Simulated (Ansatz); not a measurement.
**In4Sb4 wurtzite atom sphere (In₄Sb₄H₁₄): a spread of methods and bases**

Aim: run In4Sb4 wurtzite atom sphere (In₄Sb₄H₁₄) under a spread of inputs, and see what each costs and gives.

Computed with Ansatz 0.2.0, Gaussian basis. Level: the settings change from run to run.

2 further runs of the same task are left out: 2 set aside as unsound or not needed.

## (1) The relaxed structure

The geometry comes from an earlier relaxation with r2SCAN-D4/def2-SVP; it is a stationary point, not always the lowest conformer. In, Sb take a core potential in def2 sets; no spin-orbit term is included.

22 atoms, charge 0, spin multiplicity 1.

Atoms are counted from 1 here; the program's logs count them from 0.

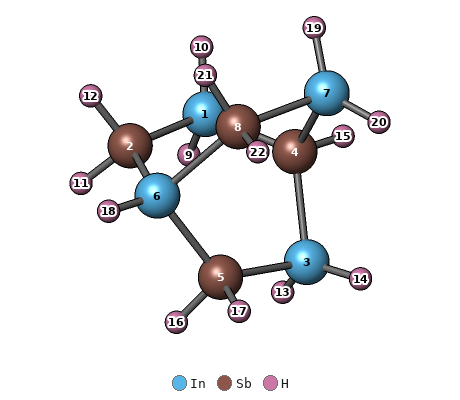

The structure; indium blue, antimony brown, hydrogen pink; atoms are numbered from 1 in the order of the file.

## (2) wB97M-V/def2-SVP

Set apart from the defaults: charge -1, multiplicity 2, atoms shaken by 0.03 Å, the search for lower states set to light.

Input file in.yaml:

```yaml
crystal:
  periodic: [false, false, false]
  atoms:
    - {symbol: In, position_ang: [-2.504528, -1.422630, -1.622035]}
    - {symbol: Sb, position_ang: [-2.171002, -1.243594, 1.261204]}
    - {symbol: In, position_ang: [2.426946, -1.460416, -1.674585]}
    - {symbol: Sb, position_ang: [0.014796, -0.001601, -2.198036]}
    - {symbol: Sb, position_ang: [2.170288, -1.256671, 1.253177]}
    - {symbol: In, position_ang: [0.029188, 0.018413, 2.703966]}
    - {symbol: In, position_ang: [0.021345, 2.807885, -1.710499]}
    - {symbol: Sb, position_ang: [0.003749, 2.490098, 1.250847]}
    - {symbol: H, position_ang: [-2.279874, -3.081469, -1.927385]}
    - {symbol: H, position_ang: [-3.829777, -0.427966, -1.980237]}
    - {symbol: H, position_ang: [-2.274518, -2.772541, 2.042308]}
    - {symbol: H, position_ang: [-3.552069, -0.594042, 1.977708]}
    - {symbol: H, position_ang: [2.220253, -3.105520, -1.962202]}
    - {symbol: H, position_ang: [3.795136, -0.431954, -1.979945]}
    - {symbol: H, position_ang: [0.038566, 0.008403, -3.885697]}
    - {symbol: H, position_ang: [2.271803, -2.807456, 2.031030]}
    - {symbol: H, position_ang: [3.528412, -0.597405, 1.996207]}
    - {symbol: H, position_ang: [0.004006, -0.005654, 4.369622]}
    - {symbol: H, position_ang: [-1.557487, 3.468438, -1.935374]}
    - {symbol: H, position_ang: [1.541717, 3.450825, -1.930768]}
    - {symbol: H, position_ang: [-1.269891, 3.369939, 2.008610]}
    - {symbol: H, position_ang: [1.237640, 3.410569, 2.001208]}
basis:
  gaussian: {orbitals: def2-SVP}
total_charge: -1
magnetization: {spin_polarized: true, initial_magnetization: 1}
hamiltonian: {xc: {name: wB97M-V}}
scf: {lower_state_search: light}
output: {forces: true}
```

Run with:

```bash
$ ansatz run in.yaml --threads 2 --pin off --events-out ev --progress --plain --max-ram 32768MiB --backend cuda --devices 0, --max-vram 18GiB
```

The program printed, shortened:

```text
Functional definition: wB97M-V
  name "wB97M-V"
  cite "Mardirossian & Head-Gordon, J. Chem. Phys. 144, 214110 (2016) doi:10.1063/1.4952647"
  cite "Becke, J. Chem. Phys. 107, 8554 (1997) doi:10.1063/1.475007"
  cite "Vydrov & Van Voorhis, J. Chem. Phys. 133, 244103 (2010) doi:10.1063/1.3521275"
  # Of w^i u^j: cxij and so on, Table III.
[...]
  gx(w, u) = 1 - cx + cx01*u + cx10*w
  gss(w, u) = css00 + css04*u^4 + css10*w + css20*w^2 + css43*w^4*u^3
  gos(w, u) = cos00 + cos10*w + (cos20 + cos21*u)*w^2 + (cos60 + cos61*u)*w^6
[...]
      + integral(e_c_pw_mod_opposite_spin*gos(b97_w_opposite, b97_u_opposite)) + vv10(b, c)
3406 factors; integrals over basis functions are off by at most 5.0e-4 eV
903 factors; integrals over basis functions are off by at most 5.3e-6 eV
[...]
mean field -47063.37236519 eV, -1729.5470337214 hartree, gradient 3.2e-7 eV, S^2 0.757206; 6 other end points of the search recorded, 0 dependent functions left out
[...]
reference -47063.37247460 eV, -1729.5470377420 hartree; 96, 95 occupied and 182, 183 virtual orbitals, 3406 factors
Total energy: -47063.37247460 eV, -1729.5470377420 hartree
Atom 0 at    -2.504528    -1.422630    -1.622035 Å, force     0.484533     0.135955     0.412401 eV/Å
Atom 1 at    -2.171002    -1.243594     1.261204 Å, force    -0.104617    -0.360282    -0.308740 eV/Å
Atom 2 at     2.426946    -1.460416    -1.674585 Å, force     0.126695     0.711205     0.485381 eV/Å
[...]
Atom 6 at     0.021345     2.807885    -1.710499 Å, force    -0.708039    -0.440321     0.646276 eV/Å
Atom 7 at     0.003749     2.490098     1.250847 Å, force    -0.048194     0.617325    -0.111861 eV/Å
Atom 8 at    -2.279874    -3.081469    -1.927385 Å, force     0.051217    -0.277838    -0.226996 eV/Å
Atom 9 at    -3.829777    -0.427966    -1.980237 Å, force    -0.259205     0.226825    -0.199844 eV/Å
Atom 10 at    -2.274518    -2.772541     2.042308 Å, force    -0.083830     0.226576    -0.225416 eV/Å
Atom 11 at    -3.552069    -0.594042     1.977708 Å, force    -0.256997    -0.002150     0.041131 eV/Å
Atom 12 at     2.220253    -3.105520    -1.962202 Å, force    -0.046061    -0.506684    -0.228197 eV/Å
Atom 13 at     3.795136    -0.431954    -1.979945 Å, force    -0.084618    -0.127146    -0.108244 eV/Å
Atom 14 at     0.038566     0.008403    -3.885697 Å, force    -0.016898    -0.018223    -0.242164 eV/Å
Atom 15 at     2.271803    -2.807456     2.031030 Å, force     0.049251     0.466267    -0.272558 eV/Å
Atom 16 at     3.528412    -0.597405     1.996207 Å, force     0.344170    -0.014863     0.024214 eV/Å
Atom 17 at     0.004006    -0.005654     4.369622 Å, force     0.065697     0.112643     1.836351 eV/Å
Atom 18 at    -1.557487     3.468438    -1.935374 Å, force     0.060228     0.032549    -0.171358 eV/Å
Atom 19 at     1.541717     3.450825    -1.930768 Å, force     0.668545     0.370959    -0.263230 eV/Å
Atom 20 at    -1.269891     3.369939     2.008610 Å, force     0.223383    -0.126053    -0.220587 eV/Å
Atom 21 at     1.237640     3.410569     2.001208 Å, force    -0.104872    -0.010879    -0.155264 eV/Å
Dipole moment:     0.052412     0.088696     0.074442 e Å
```

It took 38 s on 1 × H100 (card shared with other runs) with 2 threads of AMD EPYC 7R13, shared host; peak host memory 1.9 GiB.

Largest force 1.841 eV/Å, ⟨S²⟩ 0.757.

## (3) rPW86-PBE/def2-SVP

Set apart from the defaults: charge +1, multiplicity 2, restricted open-shell orbitals, atoms shaken by 0.03 Å.

Input file in.yaml:

```yaml
crystal:
  periodic: [false, false, false]
  atoms:
    - {symbol: In, position_ang: [-2.447707, -1.408067, -1.689965]}
    - {symbol: Sb, position_ang: [-2.171606, -1.255024, 1.285396]}
    - {symbol: In, position_ang: [2.465213, -1.465186, -1.707689]}
    - {symbol: Sb, position_ang: [0.056334, 0.013394, -2.236197]}
    - {symbol: Sb, position_ang: [2.168292, -1.229722, 1.273351]}
    - {symbol: In, position_ang: [0.011908, -0.001203, 2.649463]}
    - {symbol: In, position_ang: [0.033665, 2.774193, -1.680591]}
    - {symbol: Sb, position_ang: [-0.026022, 2.495917, 1.253866]}
    - {symbol: H, position_ang: [-2.312660, -3.083590, -1.984403]}
    - {symbol: H, position_ang: [-3.760548, -0.413661, -1.933749]}
    - {symbol: H, position_ang: [-2.299298, -2.742107, 2.048011]}
    - {symbol: H, position_ang: [-3.532819, -0.553401, 2.045672]}
    - {symbol: H, position_ang: [2.184377, -3.108651, -1.982206]}
    - {symbol: H, position_ang: [3.830416, -0.451689, -1.983866]}
    - {symbol: H, position_ang: [0.022409, -0.054807, -3.932386]}
    - {symbol: H, position_ang: [2.333073, -2.748198, 2.078270]}
    - {symbol: H, position_ang: [3.546433, -0.533806, 1.980919]}
    - {symbol: H, position_ang: [-0.013415, 0.022871, 4.402662]}
    - {symbol: H, position_ang: [-1.462041, 3.491108, -1.944701]}
    - {symbol: H, position_ang: [1.556960, 3.498486, -1.990247]}
    - {symbol: H, position_ang: [-1.269118, 3.371295, 1.990856]}
    - {symbol: H, position_ang: [1.200648, 3.438997, 2.017534]}
basis:
  gaussian: {orbitals: def2-SVP}
total_charge: 1
magnetization: {spin_polarized: false, initial_magnetization: 1}
hamiltonian: {xc: {name: rPW86-PBE}}
output: {forces: true}
```

The command is unchanged.

The program printed, shortened:

```text
Functional definition: rPW86-PBE
  name "rPW86-PBE"
  cite "Murray, Lee & Langreth, J. Chem. Theory Comput. 5, 2754 (2009) doi:10.1021/ct900365q"
  cite "Perdew, Burke & Ernzerhof, Phys. Rev. Lett. 77, 3865 (1996) doi:10.1103/PhysRevLett.77.3865"
  parent pbe
[...]
3340 factors; their error is unknown
[...]
mean field -47114.87606890 eV, -1731.4397599222 hartree, gradient 9.2e-6 eV, S^2 0.750000; 12 other end points of the search recorded, 0 dependent functions left out
[...]
reference -47114.87631215 eV, -1731.4397688614 hartree; 95, 94 occupied and 183, 184 virtual orbitals, 3340 factors
Total energy: -47114.87631215 eV, -1731.4397688614 hartree
Atom 0 at    -2.447707    -1.408067    -1.689965 Å, force     0.105434    -0.694662     0.318801 eV/Å
Atom 1 at    -2.171606    -1.255024     1.285396 Å, force    -0.355090     0.209011    -0.581987 eV/Å
[...]
Atom 12 at     2.184377    -3.108651    -1.982206 Å, force    -0.160658    -0.511319    -0.088517 eV/Å
Atom 13 at     3.830416    -0.451689    -1.983866 Å, force     0.024071     0.311131    -0.030412 eV/Å
Atom 14 at     0.022409    -0.054807    -3.932386 Å, force    -0.053557     0.029713    -0.398475 eV/Å
Atom 15 at     2.333073    -2.748198     2.078270 Å, force    -0.012971     0.055429    -0.073990 eV/Å
Atom 16 at     3.546433    -0.533806     1.980919 Å, force     0.214895     0.186372     0.170616 eV/Å
Atom 17 at    -0.013415     0.022871     4.402662 Å, force     0.036303    -0.007595    -0.160988 eV/Å
Atom 18 at    -1.462041     3.491108    -1.944701 Å, force    -0.699558     0.241315    -0.195202 eV/Å
Atom 19 at     1.556960     3.498486    -1.990247 Å, force     0.428118     0.005058     0.001470 eV/Å
Atom 20 at    -1.269118     3.371295     1.990856 Å, force    -0.411104     0.200314     0.080893 eV/Å
Atom 21 at     1.200648     3.438997     2.017534 Å, force     0.042366    -0.137517    -0.023832 eV/Å
Dipole moment:    -0.098978    -0.199195     0.132512 e Å
```

Wall time 37 s (1 × H100 (card shared with other runs) with 2 threads of AMD EPYC 7R13, shared host); peak host memory 1.5 GiB.

Largest force 1.047 eV/Å.

## (4) PBEsol/def2-TZVP

Options: atoms shaken by 0.15 Å, density fitting with def2-universal-jkfit, D3(BJ) with three-body dispersion, relativity set to scalar.

Input file in.yaml:

```yaml
crystal:
  periodic: [false, false, false]
  atoms:
    - {symbol: In, position_ang: [-2.335438, -1.555045, -1.779801]}
    - {symbol: Sb, position_ang: [-2.266265, -1.043966, 1.307054]}
    - {symbol: In, position_ang: [2.537905, -1.324091, -1.516188]}
    - {symbol: Sb, position_ang: [0.073924, -0.110300, -2.278597]}
    - {symbol: Sb, position_ang: [2.293278, -1.555396, 1.333215]}
    - {symbol: In, position_ang: [0.058720, 0.067889, 2.743652]}
    - {symbol: In, position_ang: [-0.011591, 2.932474, -1.958535]}
    - {symbol: Sb, position_ang: [0.051217, 2.321924, 1.502624]}
    - {symbol: H, position_ang: [-2.374069, -3.122408, -2.123242]}
    - {symbol: H, position_ang: [-3.948168, -0.350285, -1.904046]}
    - {symbol: H, position_ang: [-2.230074, -2.835168, 2.053983]}
    - {symbol: H, position_ang: [-3.604197, -0.555871, 2.035073]}
    - {symbol: H, position_ang: [2.268846, -3.065446, -1.979570]}
    - {symbol: H, position_ang: [3.713301, -0.442519, -1.989713]}
    - {symbol: H, position_ang: [0.229146, 0.170160, -3.870185]}
    - {symbol: H, position_ang: [2.189061, -2.852698, 2.114161]}
    - {symbol: H, position_ang: [3.444977, -0.886307, 2.033928]}
    - {symbol: H, position_ang: [-0.095368, -0.015500, 4.251977]}
    - {symbol: H, position_ang: [-1.630260, 3.655409, -1.919916]}
    - {symbol: H, position_ang: [1.529629, 3.567115, -1.874421]}
    - {symbol: H, position_ang: [-1.066927, 3.527558, 2.124440]}
    - {symbol: H, position_ang: [1.046358, 3.069063, 2.168561]}
basis:
  gaussian: {orbitals: def2-TZVP, fitting: {mean_field: def2-universal-jkfit}}
hamiltonian: {xc: {name: PBEsol}, dispersion: d3bjatm, pseudopotentials: {relativity: scalar}}
scf: {omitted_lower_state_checks: [starts]}
```

Launched as before.

The program printed:

```text
Functional definition: PBEsol
  name "PBEsol"
  cite "Perdew et al., Phys. Rev. Lett. 100, 136406 (2008) doi:10.1103/PhysRevLett.100.136406"
  cite "Perdew, Burke & Ernzerhof, Phys. Rev. Lett. 77, 3865 (1996) doi:10.1103/PhysRevLett.77.3865"
  parent pbesol
  exchange = pbesol_x
  correlation = pbesol_c
these checks for a lower state are left out or cut short: starts
1996 factors; integrals over basis functions are off by at most 8.0e-1 eV
mean field evaluation 1: about -47012.2557 eV, gradient 4.5e1 eV
mean field evaluation 2: about -47011.2537 eV, gradient 5.2e1 eV
mean field evaluation 4: about -47017.2555 eV, gradient 5.5e0 eV
mean field evaluation 8: about -47017.3212 eV, gradient 1.8e-1 eV
mean field evaluation 16: about -47017.3213 eV, gradient 6.3e-5 eV
mean field -47017.32129345 eV, -1727.8546880495 hartree, gradient 6.3e-5 eV, S^2 0.000000; 0 other end points of the search recorded, 0 dependent functions left out
reference -47017.32141343 eV, -1727.8546924586 hartree; 95, 95 occupied and 389, 389 virtual orbitals, 1996 factors
Total energy: -47018.01806789 eV, -1727.8802940377 hartree
Relativity: scalar
Checks for a lower state left out: starts
```

It took 4.6 s on 1 × H100 (card shared with other runs) with 2 threads of AMD EPYC 7R13, shared host; peak host memory 0.97 GiB.

## (5) All runs side by side

```
             level  charge  multiplicity  geometry  functions  energy (eV)   time
  wB97M-V/def2-SVP      -1             2    shaken        278   -47063.372   38 s
rPW86-PBE/def2-SVP       1             2    shaken        278   -47114.876   37 s
  PBEsol/def2-TZVP       0             1    shaken        484   -47018.018  4.6 s
```

## (6) Outcome

| quantity | value |
| --- | --- |
| runs | 3 |
| quickest | PBEsol/def2-TZVP, 4.6 s |
| slowest | wB97M-V/def2-SVP, 38 s |

In words: The runs differ in state or geometry as well as level, so their energies can't be set against each other. wB97M-V/def2-SVP took 8 times as long as PBEsol/def2-TZVP. The jobs differ in tasks and options as well as level.
